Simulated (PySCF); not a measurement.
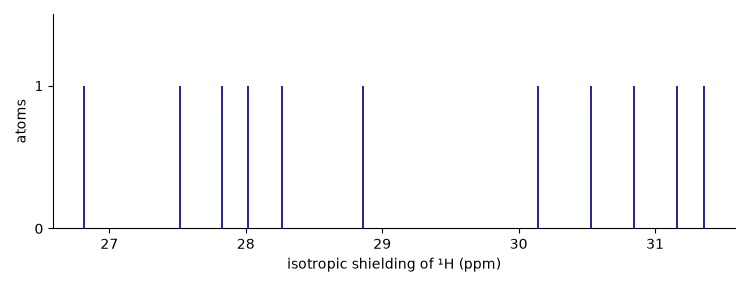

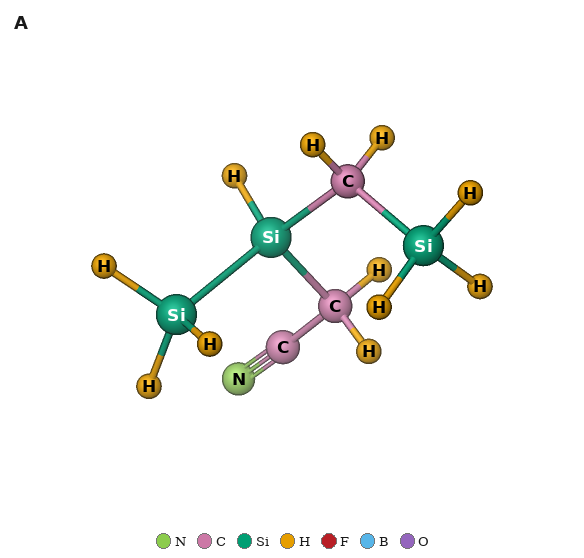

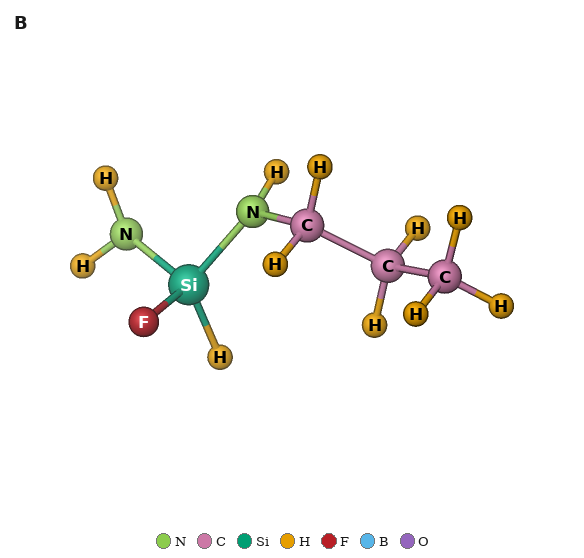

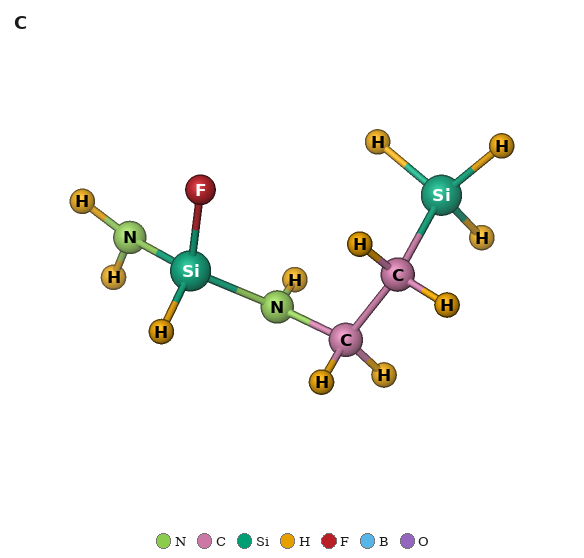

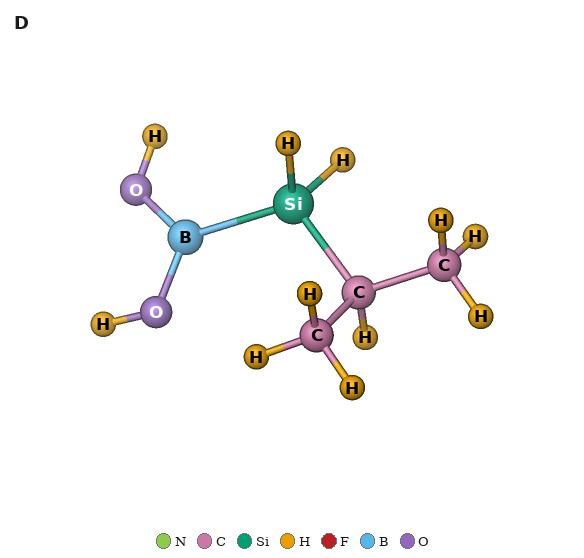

The sticks are computed shieldings of one of the molecules, for one fixed geometry (GFN2-xTB) without averaging over rotations. Low shielding means a high chemical shift. Method: GIAO PBE0/pcSseg-1 NMR shielding, non-relativistic, gas phase (PySCF 2.14.0).

Question: Which molecule gives this pattern?

Answer: C, `N[Si@H](F)NCC[SiH3]`. Its 11 H atoms give lines at 26.82, 27.52, 27.83, 28.01, 28.26, 28.86, 30.14, 30.53, 30.85, 31.16, 31.36 ppm.

The geometry is semi-empirical. Around B, Si such bond lengths and angles can be off by a tenth of an ångström or more and by several degrees, and values that hang on the shape move with them.
